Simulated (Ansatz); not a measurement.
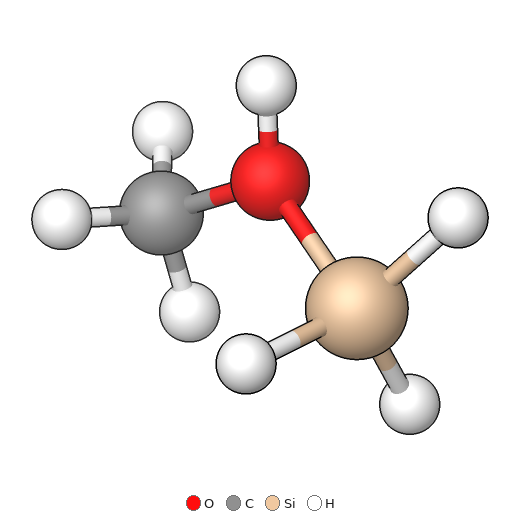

State: charge +1, singlet. The computed structure is the end point of a PBE-D4/def2-SVP optimisation. No frequency run is at hand to confirm it as a minimum. Properties computed with RKS PBE-D4/def2-SVP (Ansatz 0.2.0).

What is the dispersion correction?

Answer. −11.3 kJ/mol.
